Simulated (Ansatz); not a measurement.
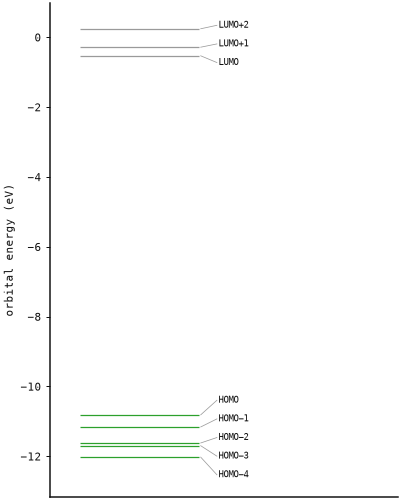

Kohn-Sham orbital energies near the frontier, ωB97M-V/def2-TZVPP with the Ansatz code 0.2.0, at a PBE0-D4/def2-TZVP geometry (a minimum by its frequencies), isolated molecule; empty levels in grey, levels within 0.03 eV side by side.

Which molecule has this level scheme?
A. BSiNH₅OF, SMILES BN[Si@@H](O)F
B. C₄H₆Si, SMILES C=C=C1C[SiH2]1
C. CH₇BO₂Si, SMILES BO[C@@H](O)[SiH3]
D. TaH₂O₂Cl₃, SMILES [OH][Ta]([OH])([Cl])([Cl])[Cl], singlet

Answer. Option D. HOMO −10.81 eV, LUMO −0.53 eV, separation 10.28 eV.

Caveats: core potentials past krypton; spin-orbit coupling is left out, and with Ta it can shift these levels and split any degenerate set; empty levels above zero depend strongly on the basis.
